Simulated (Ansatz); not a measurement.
# CH5BOSi (SMILES B[SiH2]C=O): B2PLYP/def2-SVP

What is the vertical ionisation energy of CH5BOSi at B2PLYP/def2-SVP? 

Program for the calculation: Ansatz 0.2.0.

123 further runs of the same task are left out: 123 set aside as unsound or not needed.

**1. The system as given**

CH5BOSi: 9 atoms, total charge 0, spin state singlet. SMILES: `B[SiH2]C=O`. The coordinates come from a PBE0-D4/def2-TZVP relaxation. This is one conformer, not always the lowest.

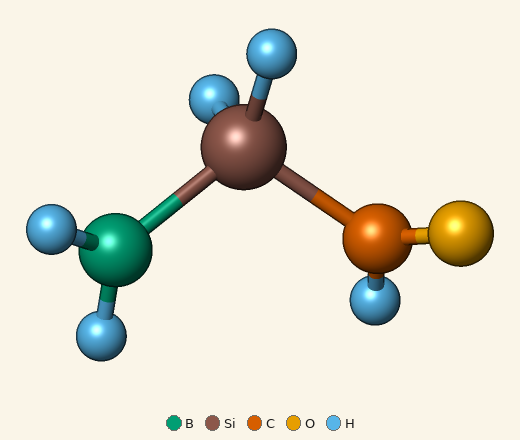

Viewed from a chosen angle; boron teal, silicon brown, carbon orange, oxygen amber, hydrogen blue.

**2. The energy at B2PLYP/def2-SVP**

Input file input.yaml:

```yaml
crystal:
  periodic: [false, false, false]
  atoms:
    - symbol: B
      position_ang: [-0.950100, 0.850000, -1.073100]
    - symbol: Si
      position_ang: [0.610800, -0.206000, -0.386500]
    - symbol: C
      position_ang: [0.330600, -0.553700, 1.494500]
    - symbol: O
      position_ang: [1.022800, -0.098400, 2.365800]
    - symbol: H
      position_ang: [-2.057600, 0.518200, -0.767000]
    - symbol: H
      position_ang: [-0.828800, 1.799400, -1.786900]
    - symbol: H
      position_ang: [1.958100, 0.387600, -0.570700]
    - symbol: H
      position_ang: [0.542000, -1.540900, -1.055900]
    - symbol: H
      position_ang: [-0.539200, -1.202400, 1.762900]
basis:
  gaussian:
    orbitals: def2-SVP
total_charge: 0
hamiltonian:
  xc: {name: B2PLYP}
correlation:
  frozen_orbitals: {B: 1, C: 1, H: 0, O: 1, Si: 5}
accuracy: high
output: {orbitals: {seedname: orbitals}}
```

Command:

```console
$ ansatz run input.yaml --threads 1 --pin off --max-ram 3480MiB --events-out events.jsonl --progress --plain --runs-dir runs
```

Standard output:

```text
Warning: RAYON_NUM_THREADS=1 ignored (pool sized by the plan → 1); use --threads N
Functional definition: B2PLYP
  name "B2PLYP"
  parameter a = 0.53
  parameter c = 0.27
  exchange = (1 - a)*b88_x + a*exact_x
  correlation = (1 - c)*lyp_c + c*(mp2_os + mp2_ss)
1931 factors; integrals over basis functions are off by at most 3.7e-9 eV
mean field evaluation 1: about -11697.2138 eV, gradient 3.4e1 eV
mean field evaluation 2: about -11697.6225 eV, gradient 3.4e1 eV
mean field evaluation 4: about -11699.9681 eV, gradient 3.7e0 eV
mean field evaluation 8: about -11700.0179 eV, gradient 2.8e-1 eV
mean field evaluation 16: about -11700.0184 eV, gradient 1.2e-4 eV
mean field -11700.01837666 eV, -429.9677447850 hartree, gradient 8.3e-8 eV, S^2 0.000000; 0 other end points of the search recorded, 0 dependent functions left out
8 core orbitals not correlated: weight in the atoms' cores, before any rotation towards them, 1.000 or more for the frozen orbitals, at most 0.000 for the correlated occupied ones
reference -11700.01840359 eV, -429.9677457744 hartree; 11, 11 occupied and 66, 66 virtual orbitals, 1931 factors
second order -16.45670385 eV of doubles, -0.00000000 eV of singles
Total energy: -11704.46171363 eV, -430.1310344066 hartree
```

Run time: 12 s. Hardware: 1 thread of Arm Neoverse V2, shared host; peak memory 0.27 GiB.

**3. The doublet cation, same level**

Input file job.yaml:

```yaml
crystal:
  periodic: [false, false, false]
  atoms:
    - {symbol: B, position_ang: [-0.950100, 0.850000, -1.073100]}
    - {symbol: Si, position_ang: [0.610800, -0.206000, -0.386500]}
    - {symbol: C, position_ang: [0.330600, -0.553700, 1.494500]}
    - {symbol: O, position_ang: [1.022800, -0.098400, 2.365800]}
    - {symbol: H, position_ang: [-2.057600, 0.518200, -0.767000]}
    - {symbol: H, position_ang: [-0.828800, 1.799400, -1.786900]}
    - {symbol: H, position_ang: [1.958100, 0.387600, -0.570700]}
    - {symbol: H, position_ang: [0.542000, -1.540900, -1.055900]}
    - {symbol: H, position_ang: [-0.539200, -1.202400, 1.762900]}
basis:
  gaussian: {orbitals: def2-SVP}
magnetization: {spin_polarized: true, initial_magnetization: 1}
output: {orbitals: {seedname: orbitals}}
accuracy: high
correlation: {frozen_orbitals: {B: 1, C: 1, H: 0, O: 1, Si: 5}}
total_charge: 1
hamiltonian: {xc: {name: B2PLYP}}
```

Command:

```console
$ ansatz run job.yaml --threads 1 --pin off --max-ram 3480MiB --events-out events.jsonl --progress --plain --runs-dir runs
```

Standard output, cut to the lines that bear on the results:

```text
Warning: RAYON_NUM_THREADS=1 ignored (pool sized by the plan → 1); use --threads N
Functional definition: B2PLYP
  name "B2PLYP"
[...]
1927 factors; integrals over basis functions are off by at most 3.7e-9 eV
[...]
mean field -11691.05617932 eV, -429.6383901076 hartree, gradient 2.7e-8 eV, S^2 0.765433; 1 other end points of the search recorded, 0 dependent functions left out
8 core orbitals not correlated: weight in the atoms' cores, before any rotation towards them, 1.000 or more for the frozen orbitals, at most 0.000 for the correlated occupied ones
reference -11691.05620626 eV, -429.6383910975 hartree; 11, 10 occupied and 66, 67 virtual orbitals, 1927 factors
second order -15.67964614 eV of doubles, -0.00000000 eV of singles
Total energy: -11695.28971072 eV, -429.7939695167 hartree
```

Wall time 20 s (1 thread of Arm Neoverse V2, shared host); peak memory 0.48 GiB.

**4. Summary of results**

Level: B2PLYP/def2-SVP, 8 core orbitals frozen.

| quantity | value |
| --- | --- |
| singlet CH5BOSi: total energy | -430.13103 Eh |
| singlet CH5BOSi: HOMO energy (SCF part's orbitals) | -8.22 eV |
| singlet CH5BOSi: LUMO energy (SCF part's orbitals) | -1.37 eV |
| singlet CH5BOSi: HOMO–LUMO gap (SCF part's orbitals) | 6.86 eV |
| doublet cation: total energy | -429.79397 Eh |
| doublet cation: HOMO energy (SCF part's orbitals) (highest over α and β) | -15.12 eV |
| doublet cation: LUMO energy (SCF part's orbitals) (lowest over α and β) | -9.65 eV |
| doublet cation: ⟨S²⟩ | 0.765 |
| vertical ionisation energy (to the doublet cation) | 9.172 eV |

In words: Removing an electron at fixed nuclei costs 9.17 eV (212 kcal/mol). The negative HOMO energy of the first species, 8.22 eV, lies 0.95 eV below that difference.
